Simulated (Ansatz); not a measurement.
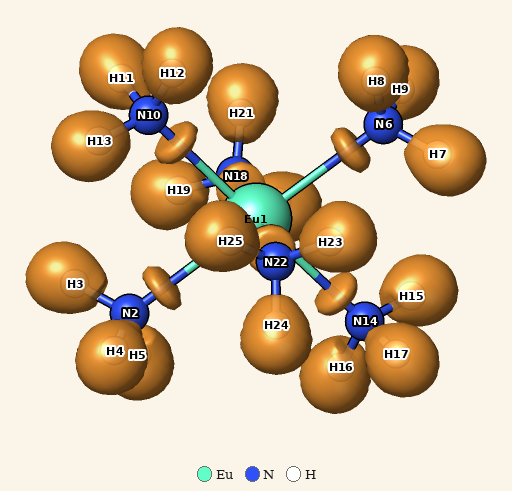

*EuH18N6 (charge +3, septet). Isosurface of the ELF at 0.9 (orange), seen from one side. Only the valence region is drawn (cores and ρ < 0.01 e/Å³ removed).*

Geometry: PBE-D4/def2-SVP; not at a stationary point (largest force 0.6 eV/Å).

The calculation used UKS PBE0-D4/def2-TZVP in Ansatz 0.2.0.

```yaml
atoms:
  - { symbol: Eu, position_ang: [0.0008, 0.0002, 0.0007] }
  - { symbol: N, position_ang: [0.1155, 0.1338, 2.5964] }
  - { symbol: H, position_ang: [0.9523, 0.6045, 2.9885] }
  - { symbol: H, position_ang: [0.1125, -0.7919, 3.0663] }
  - { symbol: H, position_ang: [-0.6775, 0.6356, 3.0393] }
  - { symbol: N, position_ang: [-0.1285, -0.1306, -2.5946] }
  - { symbol: H, position_ang: [-0.9459, -0.6373, -2.9816] }
  - { symbol: H, position_ang: [0.6828, -0.5942, -3.0457] }
  - { symbol: H, position_ang: [-0.1709, 0.7950, -3.0619] }
  - { symbol: N, position_ang: [2.5955, -0.1410, 0.1286] }
  - { symbol: H, position_ang: [3.0651, 0.7841, 0.1736] }
  - { symbol: H, position_ang: [3.0428, -0.6032, -0.6857] }
  - { symbol: H, position_ang: [2.9828, -0.6524, 0.9439] }
  - { symbol: N, position_ang: [-2.5932, 0.1377, -0.1481] }
  - { symbol: H, position_ang: [-2.9732, 0.7243, -0.9138] }
  - { symbol: H, position_ang: [-3.0536, 0.5147, 0.7017] }
  - { symbol: H, position_ang: [-3.0566, -0.7801, -0.2894] }
  - { symbol: N, position_ang: [-0.0977, 2.5979, 0.1223] }
  - { symbol: H, position_ang: [0.2047, 3.0081, 1.0249] }
  - { symbol: H, position_ang: [-1.0339, 3.0154, -0.0337] }
  - { symbol: H, position_ang: [0.5024, 3.0749, -0.5771] }
  - { symbol: N, position_ang: [0.1086, -2.5975, -0.1044] }
  - { symbol: H, position_ang: [-0.0901, -3.0123, -1.0332] }
  - { symbol: H, position_ang: [-0.5661, -3.0717, 0.5251] }
  - { symbol: H, position_ang: [1.0211, -3.0139, 0.1579] }
```

**Identify the bonds, lone pairs and shells in this picture.**

At this value the surface marks out 18 regions around hydrogen nuclei and six lobes of the valence shell of N pointing towards Eu. Along the contacts the grid gives the following. Eu–N (2.60 Å): the ELF is about 0.20 at the midpoint. N–H (1.04 Å): the ELF climbs to about 1 towards the hydrogen, as it does in any bond to H; an ordinary covalent bond to hydrogen.
